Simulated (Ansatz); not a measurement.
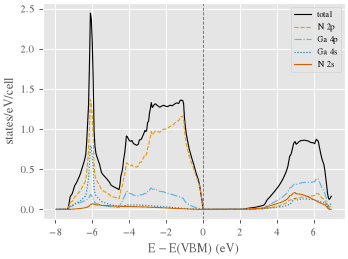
Total and projected density of states of GaN (zinc blende, space group No. 216), plane-wave PAW LDA (Ansatz code)

Problem. Which orbitals carry the states next to the gap?

Solution. Top 1 eV of the valence band: N 2p 89 %, Ga 4p 7 %. Bottom 1 eV of the conduction band: N 2s 40 %, Ga 4s 34 %, N 2p 16 %, Ga 4p 8 %. Projections are on Löwdin-orthogonalised atomic valence shells; empty p or d shells of many metals are not among them.

Problem. Where is the tallest occupied peak in this window, and what makes it?

Solution. Near -6.1 eV, about 2.4 states/eV per cell; the largest projected share is N 2p.

Space group F-43m (zinc blende). Symmetry was held in the LDA relaxation. Scalar-relativistic: spin–orbit coupling is off unless named, which matters more the heavier the elements.

Potentials: the earlier of the program's two PAW sets. The files were generated under PBE; for other functionals the program regenerates the frozen cores, and for LDA and PBEsol the local potential too.
